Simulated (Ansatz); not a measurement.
Consider this structure, Zn2Se3.

```
Zn Se
1.0
     3.83252    0.00000    0.00000
    -1.91626    3.31906    0.00000
     0.00000    0.00000   23.91491
Zn Se
6 9
Direct
  0.66667 0.33333 0.73457
  0.66667 0.33333 0.93210
  0.33333 0.66667 0.06790
  0.33333 0.66667 0.26543
  0.00000 0.00000 0.40124
  0.00000 0.00000 0.59876
  0.00000 0.00000 0.00000
  0.33333 0.66667 0.87878
  0.00000 0.00000 0.78788
  0.66667 0.33333 0.33333
  0.00000 0.00000 0.21212
  0.66667 0.33333 0.12122
  0.33333 0.66667 0.66667
  0.66667 0.33333 0.54545
  0.33333 0.66667 0.45455
```

Basis of the simulation: the end point of a relaxation with DFT PBE, scalar-relativistic, plane waves, PAW in Ansatz; the starting structure was generated, so it need not be a known form of this composition.

Where will the first 5 clear peaks of its neutron PDF lie (peak width σ = 0.07 Å), and from which pairs do they come?

1. 2.55 Å: Zn–Se at 2.55 Å
2. 2.73 Å: Zn–Se at 2.74 Å
3. 3.10 Å: Se–Se at 3.10 Å
4. 3.83 Å: Se–Se at 3.83 Å; Zn–Zn at 3.83–3.93 Å
5. 4.09 Å: Zn–Se at 4.10 Å

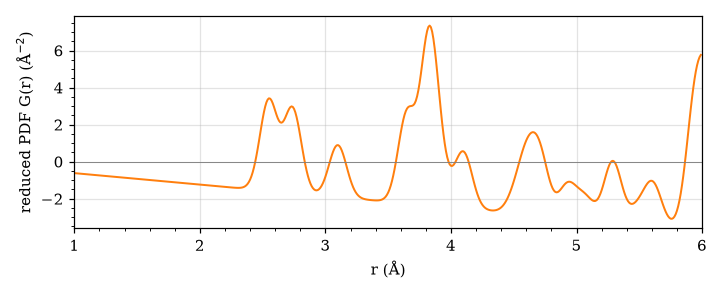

Computed neutron G(r), with each pair weighted by the product of the tabulated coherent neutron scattering lengths (natural isotope mix where the element has one) and a uniform peak width σ = 0.07 Å, damped by exp(−(Q_damp r)²/2) with Q_damp = 0.020 Å⁻¹. There is no Q-range truncation.
